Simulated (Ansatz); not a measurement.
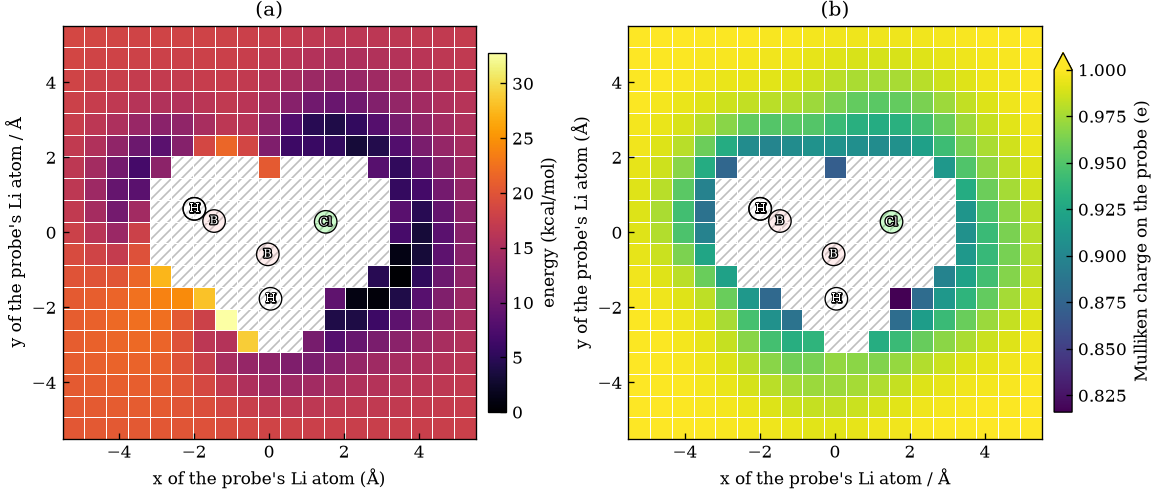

B₂ClH₃ (SMILES BBCl) with the probe Li+. The probe is moved over the molecule's main plane. The first coordinate is: x of the probe's Li atom; the second: y of the probe's Li atom. Nothing is relaxed (molecule and probe rigid). Grid: 19 × 19 points. At 72 points there is no value (left out of the scan, as a rule where atoms come close). Points are written as (first, second). All energies are given in kcal/mol relative to the lowest grid point. Computed with RHF/def2-TZVP in Ansatz 0.2.0.

Panel (a) is the energy and panel (b) the computed Mulliken charge on the probe on the same grid.

In the figure: one coloured cell a grid point, labelled circles for the molecule's atoms, projected on the plane, hatched blanks where no value was computed.

How does the Mulliken charge on the probe vary over the map, and what is it at the lowest grid point?

Answer. Leaving out the highest fifth of the energies, it runs from 0.82 e at (1.74 Å, −1.74 Å) [nearest 1 H at 1.71 Å] to 1.00 e at (−5.22 Å, 4.64 Å). At the lowest grid point, (3.48 Å, −1.16 Å) [nearest 1 Cl at 2.44 Å], it is 0.92 e.
